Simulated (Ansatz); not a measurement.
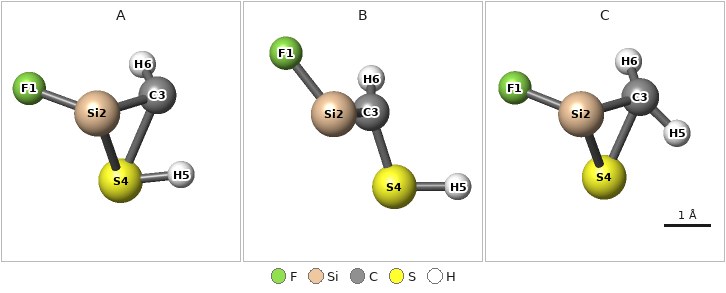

3 geometries from a converged minimum-energy path of CH$_{2}$FSSi (charge −1), shuffled. Style: ball-and-stick. Shown at a tilt.

Theory: RKS PBE-D4/def2-SVP (Ansatz). Run with 9 movable images; climbing image; force threshold 0.05 eV/Å; iteration limit 59; starting path through a guess of the saddle point.

**Which frame is the transition state?**

A. In order along the path, whose images run from 0 to 10: C (image 2, +121.3 kJ/mol), A (image 4, +299.0 kJ/mol), B (image 9, +147.9 kJ/mol). A hydrogen atom shifts from one atom to another. Breaking: C3–H5 (1.11 → 1.85 at the top → 2.51 Å). Forming: S4–H5 (2.51 → 1.38 at the top → 1.39 Å).

Limits of the set-up: the basis has no diffuse functions, which an anion needs.

Cost: 4 min on 1 thread of Arm Neoverse V2, with other jobs on the host, peak memory 0.13 GiB.
